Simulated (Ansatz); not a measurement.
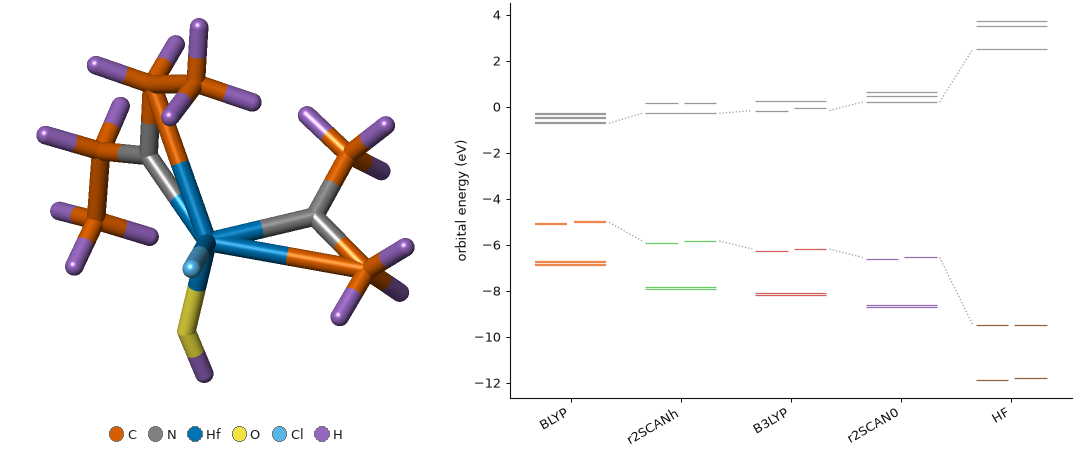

Frontier orbital energies of C₆H₁₇ClHfN₂O, singlet at one geometry, def2-TZVPP, the Ansatz code 0.2.0, at a PBE0-D4/def2-TZVP geometry (no frequency check). Empty levels are grey, levels within 0.1 eV stand side by side; all columns show the same few orbitals around the gap. Dotted lines join the HOMOs and the LUMOs.

**Compare the HOMO-LUMO separations.**

The separation grows from 4.31 eV (BLYP) to 11.96 eV (HF).

```
  level  HOMO (eV)  LUMO (eV)  separation (eV)
   BLYP      −5.03      −0.72             4.31
r2SCANh      −5.83      −0.28             5.55
  B3LYP      −6.19      −0.16             6.02
r2SCAN0      −6.55       0.21             6.76
     HF      −9.47       2.50            11.96
```

Caveats, for all or some of the runs: core potentials past krypton; empty levels above zero depend strongly on the basis; one conformer of a flexible molecule; spin-orbit coupling is left out, and with Hf it can shift these levels and split any degenerate set.
